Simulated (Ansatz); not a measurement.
**Si2NH7OF2: single-point calculation**

The run: single-point calculation of Si2NH7OF2. Method and program: RKS PBE0-D4/def2-TZVPP (Ansatz 0.2.0).

The geometry is the product side of a reaction. The reaction was set up to form Si1–N8 and O2–H7 and to break Si1–O2 and H7–N8 (atoms counted from 1 in the order of the input); sticks are drawn by distance alone. The geometry comes from this level: PBE0-D4/def2-TZVP.

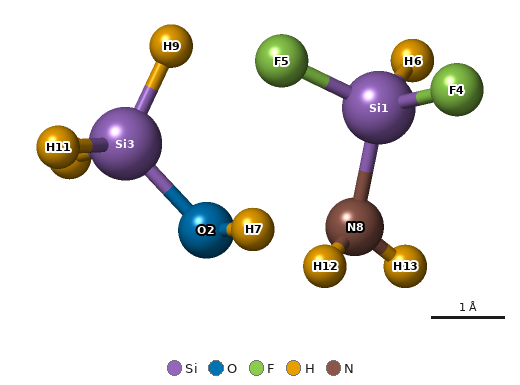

*The input geometry (ball-and-stick view, seen at a tilt; atoms are numbered from 1 in the order of the input).*

## Key numbers

- outcome: converged
- total energy: −24834.8426 eV
- mean-field energy: −24834.6194 eV
- dispersion energy: −0.2232 eV
- SCF solution under orbital rotations: stable
- HOMO: −8.33 eV
- LUMO: 0.12 eV
- hardware: 4 CPU threads, shared host
- wall time: 1.7 s (CPU time 2.2 s)
- peak memory: 0.87 GiB

## The input
```yaml
crystal:
  periodic: [false, false, false]
  atoms:
    - {symbol: Si, position_ang: [-0.453883, 1.783078, 0.734485]}
    - {symbol: O, position_ang: [0.915883, -1.250133, -1.047471]}
    - {symbol: Si, position_ang: [-0.448625, -2.157499, -0.981015]}
    - {symbol: F, position_ang: [-0.564877, 3.085765, 1.632257]}
    - {symbol: F, position_ang: [-1.340342, 0.685241, 1.450527]}
    - {symbol: H, position_ang: [-0.964709, 2.099866, -0.604094]}
    - {symbol: H, position_ang: [0.982543, -0.487526, -0.449652]}
    - {symbol: N, position_ang: [1.125313, 1.144748, 0.636016]}
    - {symbol: H, position_ang: [-1.670811, -1.333763, -1.208906]}
    - {symbol: H, position_ang: [-0.337517, -3.174957, -2.053959]}
    - {symbol: H, position_ang: [-0.607277, -2.843065, 0.332373]}
    - {symbol: H, position_ang: [1.561412, 0.802617, 1.481873]}
    - {symbol: H, position_ang: [1.802888, 1.645530, 0.077666]}
basis:
  gaussian: {orbitals: def2-TZVPP}
hamiltonian: {xc: pbe0, dispersion: d4}
output: {orbitals: {seedname: orbitals}}
```

Launch command:
```bash
ansatz run in.yaml --threads 4 --pin off --events-out ev --progress --plain --max-ram 46080MiB --backend cuda --devices 0, --max-vram 37GiB
```

## Log
```
Functional definition: PBE0
  name "PBE0"
  cite "Adamo & Barone, J. Chem. Phys. 110, 6158 (1999) doi:10.1063/1.478522"
  cite "Perdew, Burke & Ernzerhof, Phys. Rev. Lett. 77, 3865 (1996) doi:10.1103/PhysRevLett.77.3865"
  parent pbe
  parameter a = 0.25
  parameter kappa = 0.804
  parameter beta = 0.06672455060314922
  exchange = (1 - a)*pbe_x(kappa = kappa, mu = beta*pi^2/3) + a*exact_x
  correlation = pbe_c(beta = beta)
1613 factors; their error is unknown
mean field evaluation 1: about -24824.0585 eV, gradient 8.2e1 eV
mean field evaluation 2: about -24810.9457 eV, gradient 1.2e2 eV
mean field evaluation 4: about -24834.4968 eV, gradient 6.3e0 eV
mean field evaluation 8: about -24834.5586 eV, gradient 6.6e-2 eV
mean field evaluation 16: about -24834.6193 eV, gradient 3.2e-5 eV
mean field -24834.61933353 eV, -912.6554269977 hartree, gradient 3.2e-5 eV, S^2 0.000000; 0 other end points of the search recorded, 0 dependent functions left out
reference -24834.61936923 eV, -912.6554283098 hartree; 34, 34 occupied and 272, 272 virtual orbitals, 1613 factors
Total energy: -24834.84255533 eV, -912.6636302474 hartree
```

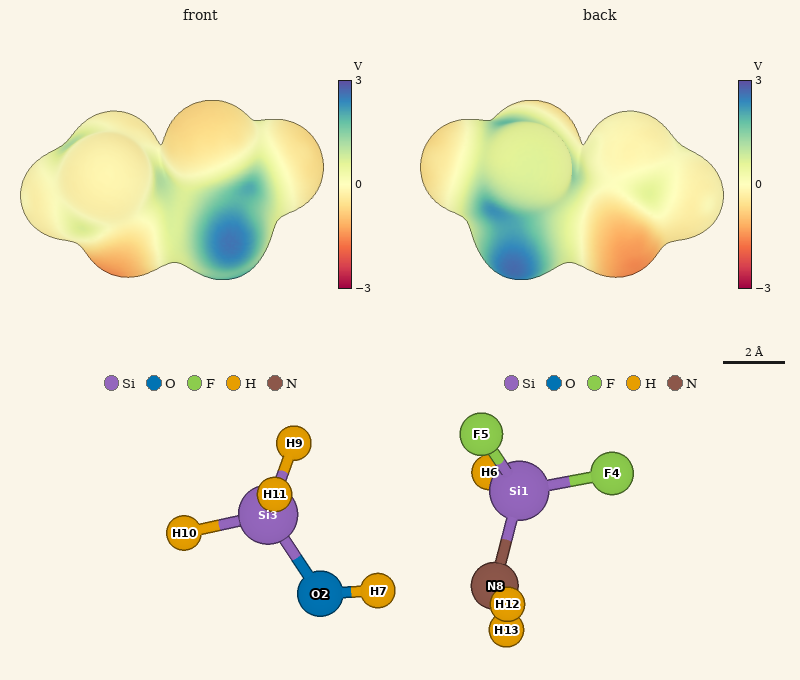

*The molecular electrostatic potential painted on the density surface at 0.002 e/bohr³, seen face on and from behind; the colour scale runs from red (negative) to blue (positive). The bare structure is drawn below in the same view.*

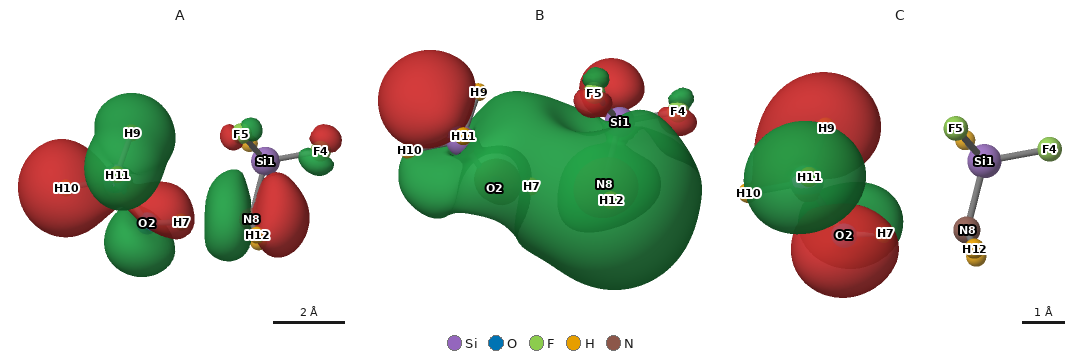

*Three frontier orbitals at ±0.05 Å⁻³ᐟ² (green and red are the two phases).*

A is the HOMO−1 (−8.82 eV). By Hirshfeld shares it lies mainly on O2 (20 %), Si3 (20 %), H10 (20 %) and N8 (15 %). C is the HOMO (−8.33 eV). It lies mainly on O2 (40 %), Si3 (20 %), H11 (15 %) and H9 (15 %). B is the LUMO (0.12 eV). It lies mainly on H12 (20 %), Si3 (15 %), H13 (15 %), Si1 (15 %) and N8 (10 %). The HOMO–LUMO gap is 8.45 eV between the orbital energies.

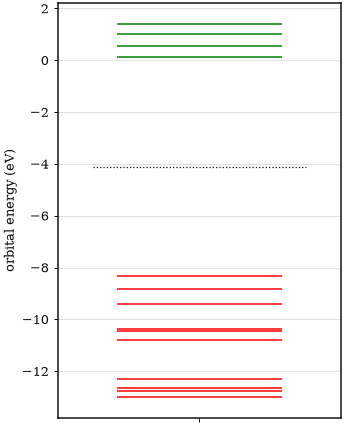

*Orbital energies near the frontier; the dotted line parts filled from empty levels, and levels within 0.02 eV of each other stand side by side.*

Highest filled −8.33 eV, lowest empty 0.12 eV, 8.45 eV apart.
